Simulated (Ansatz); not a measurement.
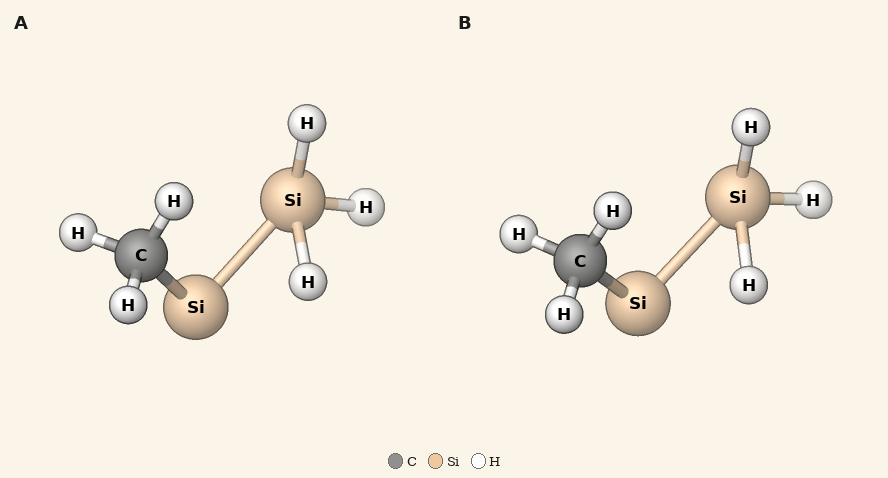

Atoms fade into the background with distance from the viewer. Computed geometry: PBE0-D4/def2-TZVP optimisation.

> How are A and B related: the same structure turned, mirror images, conformers, diastereomers or constitutional isomers?

They are the same structure, CH6Si2, seen from two directions: a rotation takes one into the other. The geometry is chiral (C1), so its mirror image would differ.
